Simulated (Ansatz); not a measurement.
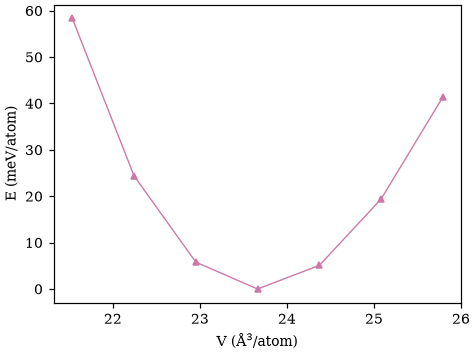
LuHg (CsCl type, space group No. 221) under volume change, r²SCAN (plane waves, PAW; program Ansatz), scaled uniformly.

What does a third-order Birch–Murnaghan fit give for V₀, B₀ and B′?

V₀ = 23.66 Å³/atom, B₀ = 81.6 GPa, B′ = 4.7.

Space group Pm-3m (CsCl type). The workflow started from an entry of the Crystallography Open Database (COD). Its standing as an ambient phase is unchecked. Symmetry was held in the r²SCAN relaxation; its stability against distortions is not shown here. Scalar-relativistic: spin–orbit coupling is off unless named, which matters more the heavier the elements.

Potentials: the later of the program's two PAW sets.
